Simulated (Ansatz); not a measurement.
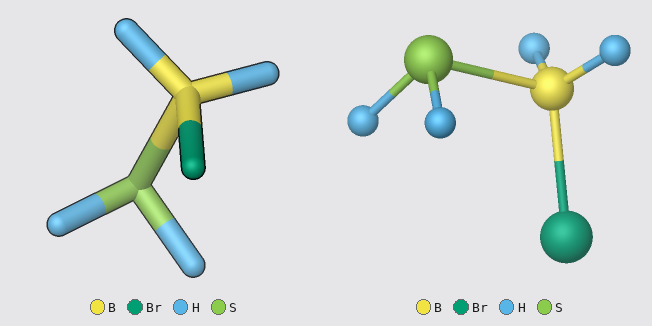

Two views of one molecule.

**Count the atoms of each element.**

BBrH4S, 7 atoms: 1 boron, 1 bromine, 4 hydrogen and 1 sulfur.

**What is the point group of this geometry?**

Cs.

**Count the bonded pairs by element.**

2 B–H, 2 S–H, 1 B–Br, 1 B–S. Sticks follow a distance rule.

**How many atoms are distinct by symmetry?**

5: 1 B, 1 Br, 2 H, 2 H, 1 S.

The parts below concern this one geometry. Atoms keep their numbers from picture to picture. Computed geometry: PBE0-D4/def2-TZVP optimisation.

## Shape

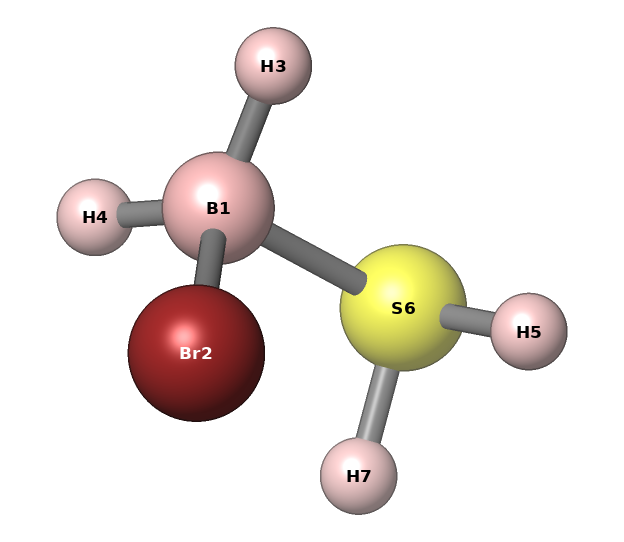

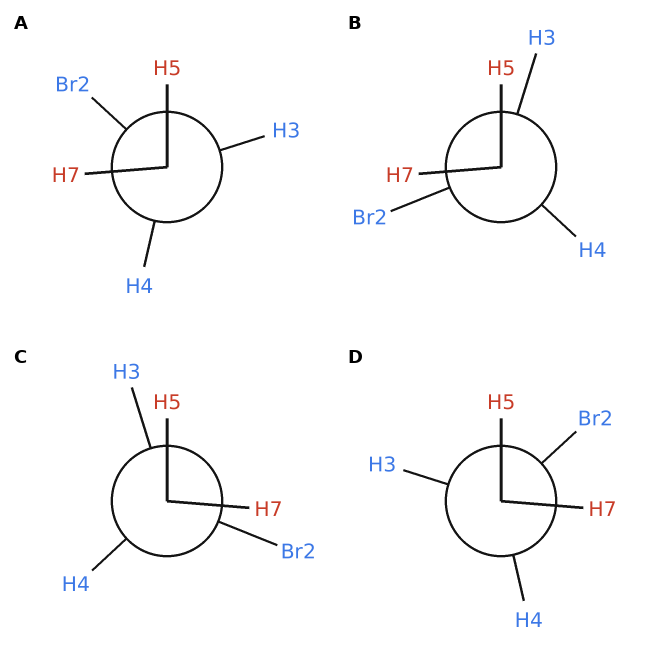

Depth is shown by fading: the farther an atom, the more it takes the colour of the background. Bonds that would overlap in a projection are set slightly apart.

**Which Newman projection shows the view along S6–B1, with S6 in front?**

A. The torsion angle H5–S6–B1–Br2 is −47°, synclinal (gauche).

## Thermal motion

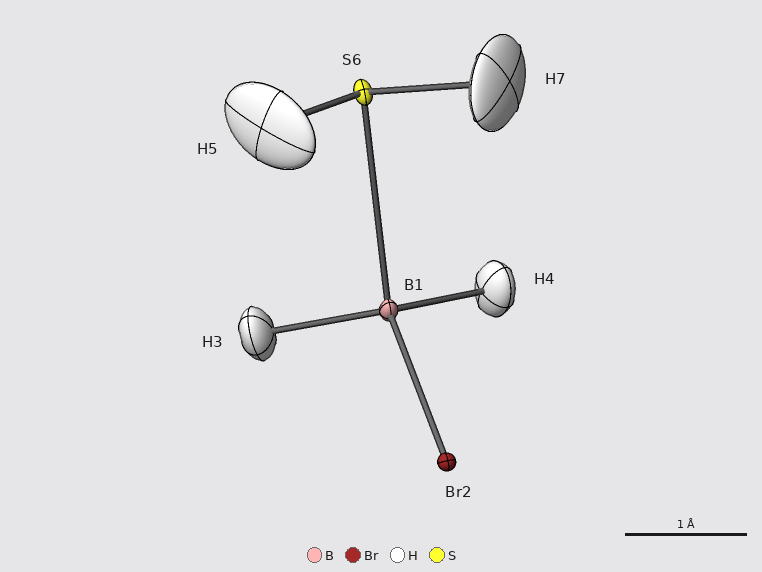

Displacement ellipsoids at the 50 % level, from the internal vibrations of the free molecule (harmonic, no overall translation or rotation; no half-axis is drawn under 0.075 Å). Vibrations computed with RKS PBE0-D4/def2-TZVP (Ansatz 0.2.0). Temperature: 400 K.

**Which atom moves most?**

H5, H7, with U_eq = 0.0498 Å².

**Does H5 move more along its bond or across it?**

Across it: the root-mean-square amplitude is 0.082 Å along the bond and up to 0.314 Å across, since bending and torsion are softer than stretching.

List U_eq and the three principal root-mean-square amplitudes for each kind of atom.

| atom | U_eq (Å²) | rms amplitudes (Å) |
| --- | --- | --- |
| B1 | 0.0036 | 0.042, 0.054, 0.079 |
| Br2 | 0.00040 | 0.005, 0.006, 0.034 |
| H3, H4 | 0.0183 | 0.091, 0.140, 0.164 |
| H5, H7 | 0.0498 | 0.080, 0.211, 0.314 |
| S6 | 0.0020 | 0.016, 0.017, 0.073 |

## Vibrations

Harmonic vibrations computed with RKS PBE0-D4/def2-TZVP (Ansatz 0.2.0) at a stationary point of the same level.

**How many vibrational modes are there, and where do they lie?**

15 modes: 174, 225, 407, 479, 555, 679, 796, 967, 1037, 1141, 1210, 2544, 2619, 2683, 2693 cm⁻¹.

## Electronic properties

Method: RHF-CCSD(T), frozen core/def2-TZVPP (Ansatz 0.2.0).

**Estimate the T1 diagnostic.**

0.009.
